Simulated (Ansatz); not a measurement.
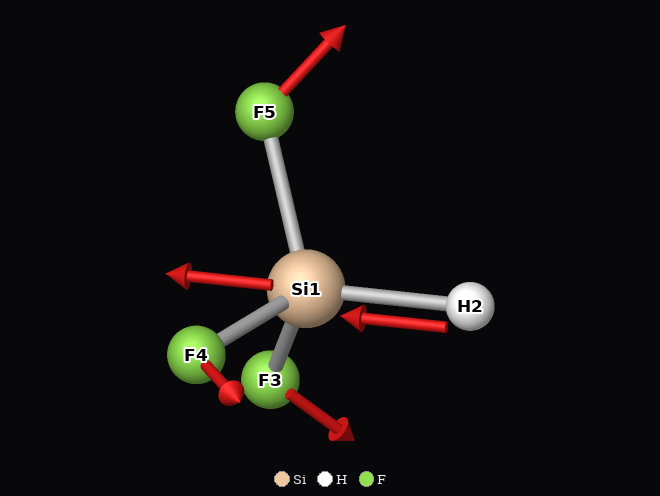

The arrows show one normal mode. Harmonic vibrations computed with RKS PBE0-D4/def2-TZVP (Ansatz 0.2.0) at a stationary point of the same level.

What kind of motion is it?

Answer. Mostly angle bending.

At what wavenumber does it lie?

Answer. 416 cm⁻¹; it is mode 3 of 9 counted from the lowest.
